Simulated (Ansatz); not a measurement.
# C₃H₃F₂InO₂: basis-set convergence

How large a basis does C₃H₃F₂InO₂ need? Two functionals are run in growing sets.

Program: Ansatz 0.2.0, Gaussian basis. Level of theory: one geometry, several basis sets. These are calculated values, not measurements.

Levels to be run: PBE0-D4/def2-SVP; ωB97M-V/def2-SVP; PBE0-D4/def2-QZVPP; ωB97M-V/def2-QZVPP; the functionals' def2-TZVPP values are taken from earlier runs.

## Step 1: Structure used throughout

All runs share one geometry, relaxed beforehand with PBE0-D4 in a triple-zeta def2 set. In takes the def2 core potential; no spin-orbit term is included.

11 atoms, charge 0, spin multiplicity 1.

Atoms are counted from 1 here; the program's logs count them from 0.

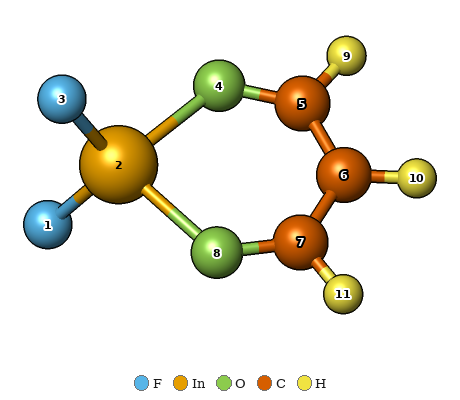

The structure; fluorine blue, indium amber, oxygen green, carbon orange, hydrogen yellow; atoms are numbered from 1 in the order of the file.

## Step 2: PBE0-D4 in def2-SVP

in.yaml

```yaml
crystal:
  periodic: [false, false, false]
  atoms:
    - {symbol: F, position_ang: [-0.946562, -2.144617, 2.348669]}
    - {symbol: In, position_ang: [0.461569, -1.202864, 1.419884]}
    - {symbol: F, position_ang: [2.316956, -1.449972, 1.897962]}
    - {symbol: O, position_ang: [0.008133, 0.842343, 1.298773]}
    - {symbol: C, position_ang: [-0.271943, 1.432763, 0.214603]}
    - {symbol: C, position_ang: [-0.338138, 0.898367, -1.067904]}
    - {symbol: C, position_ang: [-0.100680, -0.428212, -1.412271]}
    - {symbol: O, position_ang: [0.213864, -1.392728, -0.655151]}
    - {symbol: H, position_ang: [-0.487137, 2.502529, 0.318677]}
    - {symbol: H, position_ang: [-0.597320, 1.575869, -1.870179]}
    - {symbol: H, position_ang: [-0.193343, -0.690377, -2.472565]}
basis:
  gaussian: {orbitals: def2-SVP}
hamiltonian: {xc: pbe0, dispersion: d4}
output: {orbitals: {seedname: orbitals}}
```

Run with:

```sh
> ansatz run in.yaml --threads 4 --pin off --events-out ev --progress --plain --max-ram 11315MiB
```

The runs that follow: ωB97M-V in def2-SVP; PBE0-D4 in def2-QZVPP; ωB97M-V in def2-QZVPP.

Before running them: what should the planned runs give, taken together? Wanted: PBE0-D4: double and triple zeta above quadruple; ωB97M-V: double and triple zeta above quadruple.

**Answer**, as computed:

| quantity | value |
| --- | --- |
| PBE0-D4: double and triple zeta above quadruple | 16.27, 0.77 eV |
| ωB97M-V: double and triple zeta above quadruple | 16.59, 0.71 eV |

What this shows: For PBE0-D4 the step from double to triple zeta gains 15.50 eV and the next only 0.77 eV. These are total energies; as a rule much of such shifts cancels in differences, which this series doesn't test.
